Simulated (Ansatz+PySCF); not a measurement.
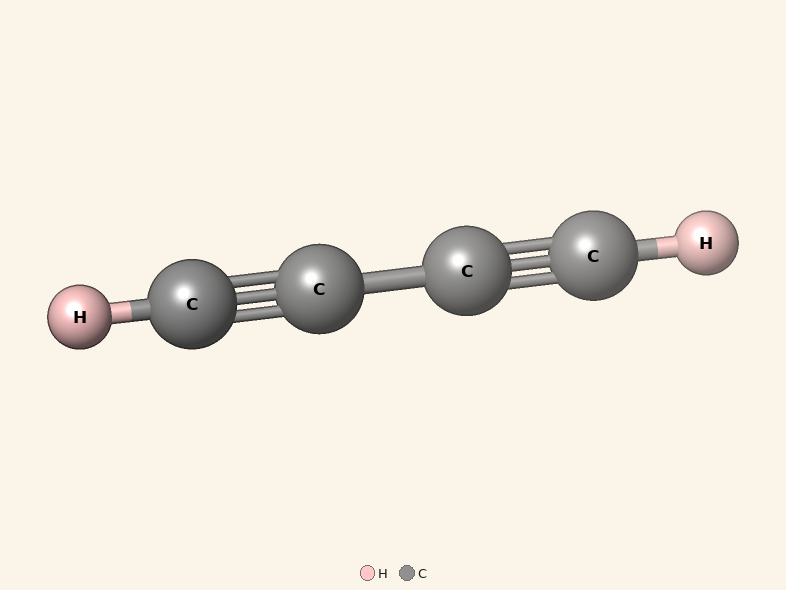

Source: calculation with Ansatz+PySCF.

Orthographic view. Distant atoms are faded towards the background colour. Geometry: a fixed input geometry, not necessarily a minimum.

> Write the InChI string.

InChI=1S/C4H2/c1-3-4-2/h1-2H
